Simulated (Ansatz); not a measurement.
**Run report: AlN3H8, nudged elastic band (part 1 of 2)**

System: AlN3H8.
Method: RKS PBE0/6-31G* (Ansatz 0.2.0).

It belongs to a series of runs on one base structure; here: band between the two ends. Figures and captions count atoms from 1; the log counts them from 0 in places.

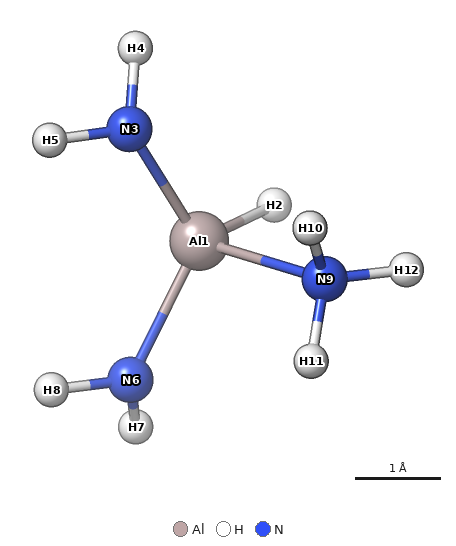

The structure as given in the input (ball-and-stick view, seen at a tilt; atoms are numbered from 1 in the order of the input). Sticks mark near contacts. Bond lengths as drawn: Al–H 1.61 Å, Al–N 1.83 to 2.07 Å and H–N 1.01 to 1.02 Å.

The input
```yaml
crystal:
  periodic: [false, false, false]
  atoms:
    - { symbol: Al, position_ang: [-0.001624, 0.064048, 0.081866] }
    - { symbol: H, position_ang: [-0.105329, -0.940924, 1.338111] }
    - { symbol: "N", position_ang: [1.60495, 0.208058, -0.78167] }
    - { symbol: H, position_ang: [2.365517, -0.393191, -0.4873] }
    - { symbol: H, position_ang: [1.641299, 0.272773, -1.791954] }
    - { symbol: "N", position_ang: [-1.508647, 0.353453, -0.914737] }
    - { symbol: H, position_ang: [-2.338226, -0.18722, -0.700073] }
    - { symbol: H, position_ang: [-1.451436, 0.436644, -1.922726] }
    - { symbol: "N", position_ang: [0.040425, 1.891828, 1.047595] }
    - { symbol: H, position_ang: [0.901593, 2.344095, 0.7453] }
    - { symbol: H, position_ang: [-0.757041, 2.411444, 0.684725] }
    - { symbol: H, position_ang: [0.003119, 1.883892, 2.063663] }
basis:
  gaussian: { orbitals: "6-31G*" }
hamiltonian:
  xc: pbe0
neb:
  order_check: false
  images: 7
  f_tol: 0.05
  max_iterations: 31
  final_atoms:
    - { symbol: Al, position_ang: [-0.00366195, 0.73275129, -0.68945892] }
    - { symbol: H, position_ang: [0.25033711, 0.3372359, 3.44010692] }
    - { symbol: "N", position_ang: [1.53279414, -0.07417634, -1.08864152] }
    - { symbol: H, position_ang: [1.69806721, -0.61998463, -1.92145226] }
    - { symbol: H, position_ang: [2.35576587, -0.06777902, -0.50414263] }
    - { symbol: "N", position_ang: [-1.51703494, 0.23480592, -1.48654809] }
    - { symbol: H, position_ang: [-1.66314495, -0.65590269, -1.93875313] }
    - { symbol: H, position_ang: [-2.3544601, 0.79601285, -1.53952614] }
    - { symbol: "N", position_ang: [-0.02578142, 2.03475875, 0.53062679] }
    - { symbol: H, position_ang: [0.77855364, 2.57715509, 0.81059219] }
    - { symbol: H, position_ang: [-0.85824061, 2.38706184, 0.98063002] }
    - { symbol: H, position_ang: [0.20140599, 0.66296104, 2.76936677] }
  initial_path:
    images:
      - { positions_ang: [[-0.001624, 0.064048, 0.081866], [-0.105329, -0.940924, 1.338111], [1.60495, 0.208058, -0.78167], [2.365517, -0.393191, -0.4873], [1.641299, 0.272773, -1.791954], [-1.508647, 0.353453, -0.914737], [-2.338226, -0.18722, -0.700073], [-1.451436, 0.436644, -1.922726], [0.040425, 1.891828, 1.047595], [0.901593, 2.344095, 0.7453], [-0.757041, 2.411444, 0.684725], [0.003119, 1.883892, 2.063663]] }
      - { positions_ang: [[-0.0024497, 0.04822463, 0.06295716], [-0.08685594, -0.7008666, 1.48257239], [1.62143929, 0.15145033, -0.81886705], [2.30799108, -0.53024576, -0.65719497], [1.76388726, 0.42810591, -1.64675702], [-1.54501326, 0.26539811, -0.93025401], [-2.3359763, -0.34296812, -0.74497478], [-1.56096091, 0.53071901, -1.84620656], [0.05470286, 1.94667872, 0.95750931], [0.79594891, 2.34299899, 0.97134149], [-0.6265382, 2.5311962, 0.52611292], [0.00842492, 1.67420858, 2.00656111]] }
      - { positions_ang: [[-0.00327541, 0.03240125, 0.04404832], [-0.06838287, -0.46080919, 1.62703378], [1.63792858, 0.09484267, -0.85606409], [2.25046515, -0.66730053, -0.82708993], [1.88647552, 0.58343882, -1.50156004], [-1.58137953, 0.17734322, -0.94577101], [-2.33372659, -0.49871623, -0.78987655], [-1.67048582, 0.62479402, -1.76968712], [0.06898072, 2.00152943, 0.86742362], [0.69030481, 2.34190297, 1.19738298], [-0.49603539, 2.6509484, 0.36750084], [0.01373084, 1.46452517, 1.94945922]] }
      - { positions_ang: [[-0.00410111, 0.01657788, 0.02513948], [-0.04990981, -0.22075179, 1.77149517], [1.65441786, 0.038235, -0.89326114], [2.19293923, -0.80435529, -0.9969849], [2.00906378, 0.73877173, -1.35636307], [-1.61774579, 0.08928833, -0.96128802], [-2.33147689, -0.65446435, -0.83477833], [-1.78001073, 0.71886903, -1.69316769], [0.08325858, 2.05638015, 0.77733793], [0.58466072, 2.34080696, 1.42342446], [-0.36553259, 2.77070059, 0.20888876], [0.01903676, 1.25484175, 1.89235733]] }
      - { positions_ang: [[-0.00492682, 0.0007545, 0.00623064], [-0.03143675, 0.01930561, 1.91595655], [1.67090715, -0.01837266, -0.93045819], [2.1354133, -0.94141006, -1.16687987], [2.13165204, 0.89410464, -1.21116609], [-1.65411206, 0.00123343, -0.97680502], [-2.32922719, -0.81021246, -0.87968011], [-1.88953565, 0.81294404, -1.61664825], [0.09753644, 2.11123086, 0.68725224], [0.47901663, 2.33971095, 1.64946595], [-0.23502979, 2.89045279, 0.05027668], [0.02434267, 1.04515834, 1.83525545]] }
      - { positions_ang: [[-0.0046106, 0.1837537, -0.16769175], [0.03900672, 0.09878819, 2.29699415], [1.6363789, -0.03232358, -0.97000402], [2.02607678, -0.8610537, -1.35552296], [2.1876805, 0.65363373, -1.03441022], [-1.61984278, 0.05962656, -1.10424079], [-2.16270663, -0.77163502, -1.14444836], [-2.00576676, 0.80871124, -1.59736772], [0.06670698, 2.09211284, 0.64809588], [0.55390088, 2.39907198, 1.43974751], [-0.39083249, 2.76460505, 0.28286502], [0.0686085, 0.94960901, 2.06878328]] }
      - { positions_ang: [[-0.00429438, 0.3667529, -0.34161414], [0.10945018, 0.17827076, 2.67803174], [1.60185065, -0.0462745, -1.00954986], [1.91674025, -0.78069734, -1.54416606], [2.24370896, 0.41316281, -0.85765436], [-1.5855735, 0.11801968, -1.23167656], [-1.99618607, -0.73305758, -1.40921662], [-2.12199787, 0.80447845, -1.57808719], [0.03587751, 2.07299481, 0.60893952], [0.62878514, 2.45843302, 1.23002907], [-0.5466352, 2.63875732, 0.51545335], [0.11287433, 0.85405969, 2.30231111]] }
      - { positions_ang: [[-0.00397816, 0.5497521, -0.51553653], [0.17989365, 0.25775333, 3.05906933], [1.56732239, -0.06022542, -1.04909569], [1.80740373, -0.70034098, -1.73280916], [2.29973741, 0.1726919, -0.6808985], [-1.55130422, 0.1764128, -1.35911232], [-1.82966551, -0.69448013, -1.67398487], [-2.23822898, 0.80024565, -1.55880667], [0.00504804, 2.05387678, 0.56978315], [0.70366939, 2.51779405, 1.02031063], [-0.70243791, 2.51290958, 0.74804168], [0.15714016, 0.75851036, 2.53583894]] }
      - { positions_ang: [[-0.00366195, 0.73275129, -0.68945892], [0.25033711, 0.3372359, 3.44010692], [1.53279414, -0.07417634, -1.08864152], [1.69806721, -0.61998463, -1.92145226], [2.35576587, -0.06777902, -0.50414263], [-1.51703494, 0.23480592, -1.48654809], [-1.66314495, -0.65590269, -1.93875313], [-2.3544601, 0.79601285, -1.53952614], [-0.02578142, 2.03475875, 0.53062679], [0.77855364, 2.57715509, 0.81059219], [-0.85824061, 2.38706184, 0.98063002], [0.20140599, 0.66296104, 2.76936677]] }
```

Command:
```bash
ansatz run input.yaml --threads 1 --pin off --max-ram 2048MiB --backend cpu --events-out ev --progress --plain --runs-dir out
```

Log
```
Engine: ansatz 0.2.0, x86_64-unknown-linux-gnu
Functional definition: PBE0
  parameter a = 0.25
  parameter kappa = 0.804
  parameter beta = 0.06672455060314922
  exchange = (1 - a)*pbe_x(kappa = kappa, mu = beta*pi^2/3) + a*exact_x
  correlation = pbe_c(beta = beta)
928 factors; integrals over basis functions are off by at most 4.0e-4 eV
mean field evaluation 1: about -11177.0042 eV, gradient 8.4e1 eV
mean field evaluation 2: about -11163.9695 eV, gradient 1.1e2 eV
mean field evaluation 4: about -11190.5462 eV, gradient 5.0e0 eV
mean field evaluation 8: about -11190.6078 eV, gradient 6.6e-2 eV
mean field evaluation 16: about -11190.6078 eV, gradient 4.1e-5 eV
mean field -11190.60781916 eV, -411.2472520877 hartree, gradient 4.1e-5 eV, S^2 0.000000; 0 other end points of the search recorded, 0 dependent functions left out
the calculation of the forces begins
reference -11190.60785135 eV, -411.2472532706 hartree; 21, 21 occupied and 59, 59 virtual orbitals, 928 factors
928 factors; integrals over basis functions are off by at most 8.2e-4 eV
mean field -11190.06544736 eV, -411.2273202918 hartree, gradient 2.3e-5 eV, S^2 0.000000; 0 other end points of the search recorded, 0 dependent functions left out
[... from here on the field's lines of each further geometry are left out, up to the last ...]
NEB iter   1: max|band force component| = 1.979e1 eV/Å  barrier→ = 5.2301 eV  barrier← = 4.6877 eV  Δτ_max = 0.2000 Å  (227 SCF iters)
NEB iter   2: max|band force component| = 3.159e0 eV/Å  barrier→ = 2.9771 eV  barrier← = 2.4347 eV  Δτ_max = 0.2000 Å  (197 SCF iters)
NEB iter   3: max|band force component| = 1.898e0 eV/Å  barrier→ = 1.9474 eV  barrier← = 1.4050 eV  Δτ_max = 0.1992 Å  (196 SCF iters)
NEB iter   4: max|band force component| = 2.285e0 eV/Å  barrier→ = 1.3955 eV  barrier← = 0.8531 eV  Δτ_max = 0.1000 Å  (190 SCF iters)
NEB iter   5: max|band force component| = 5.946e-1 eV/Å  barrier→ = 1.2276 eV  barrier← = 0.6852 eV  Δτ_max = 0.1973 Å  (189 SCF iters)
NEB iter   6: max|band force component| = 7.323e-1 eV/Å  barrier→ = 1.1174 eV  barrier← = 0.5750 eV  Δτ_max = 0.1001 Å  (188 SCF iters)
NEB iter   7: max|band force component| = 5.686e-1 eV/Å  barrier→ = 1.0416 eV  barrier← = 0.4992 eV  CI = image 4  Δτ_max = 0.1002 Å  (186 SCF iters)
NEB iter   8: max|band force component| = 5.737e-1 eV/Å  barrier→ = 1.0884 eV  barrier← = 0.5460 eV  CI = image 4  Δτ_max = 0.0999 Å  (187 SCF iters)
NEB iter   9: max|band force component| = 9.061e-1 eV/Å  barrier→ = 1.0942 eV  barrier← = 0.5519 eV  CI = image 4  Δτ_max = 0.0507 Å  (184 SCF iters)
NEB iter  10: max|band force component| = 5.590e-1 eV/Å  barrier→ = 1.0980 eV  barrier← = 0.5556 eV  CI = image 4  Δτ_max = 0.1001 Å  (181 SCF iters)
NEB iter  11: max|band force component| = 5.106e-1 eV/Å  barrier→ = 1.1041 eV  barrier← = 0.5617 eV  CI = image 4  Δτ_max = 0.1990 Å  (190 SCF iters)
NEB iter  12: max|band force component| = 5.977e-1 eV/Å  barrier→ = 1.1141 eV  barrier← = 0.5718 eV  CI = image 4  Δτ_max = 0.1987 Å  (184 SCF iters)
NEB iter  13: max|band force component| = 6.396e-1 eV/Å  barrier→ = 1.1283 eV  barrier← = 0.5859 eV  CI = image 4  Δτ_max = 0.1992 Å  (187 SCF iters)
NEB iter  14: max|band force component| = 1.062e0 eV/Å  barrier→ = 1.4591 eV  barrier← = 0.9167 eV  CI = image 4  Δτ_max = 0.1002 Å  (188 SCF iters)
NEB iter  15: max|band force component| = 4.971e-1 eV/Å  barrier→ = 1.4652 eV  barrier← = 0.9228 eV  CI = image 4  Δτ_max = 0.1940 Å  (179 SCF iters)
NEB iter  16: max|band force component| = 2.064e-1 eV/Å  barrier→ = 1.4298 eV  barrier← = 0.8874 eV  CI = image 4  Δτ_max = 0.1965 Å  (183 SCF iters)
NEB iter  17: max|band force component| = 2.899e-1 eV/Å  barrier→ = 1.4222 eV  barrier← = 0.8798 eV  CI = image 4  Δτ_max = 0.0999 Å  (187 SCF iters)
NEB iter  18: max|band force component| = 2.222e-1 eV/Å  barrier→ = 1.4194 eV  barrier← = 0.8771 eV  CI = image 4  Δτ_max = 0.1001 Å  (187 SCF iters)
NEB iter  19: max|band force component| = 1.021e-1 eV/Å  barrier→ = 1.4160 eV  barrier← = 0.8736 eV  CI = image 4  Δτ_max = 0.1844 Å  (186 SCF iters)
NEB iter  20: max|band force component| = 1.537e-1 eV/Å  barrier→ = 1.4153 eV  barrier← = 0.8730 eV  CI = image 4  Δτ_max = 0.0659 Å  (191 SCF iters)
NEB iter  21: max|band force component| = 5.555e-2 eV/Å  barrier→ = 1.4151 eV  barrier← = 0.8727 eV  CI = image 4  Δτ_max = 0.0925 Å  (167 SCF iters)
the calculation of the forces begins
reference -11190.04963465 eV, -411.2267391851 hartree; 21, 21 occupied and 59, 59 virtual orbitals, 928 factors
928 factors; integrals over basis functions are off by at most 5.8e-4 eV
mean field -11189.19282303 eV, -411.1952519392 hartree, gradient 6.3e-6 eV, S^2 0.000000; 1 other end points of the search recorded, 0 dependent functions left out
the calculation of the forces begins
reference -11189.19285745 eV, -411.1952532041 hartree; 21, 21 occupied and 59, 59 virtual orbitals, 928 factors
NEB iter  22: max|band force component| = 3.384e-2 eV/Å  barrier→ = 1.4150 eV  barrier← = 0.8726 eV  CI = image 4  Δτ_max = 0.0000 Å  (353 SCF iters)
```
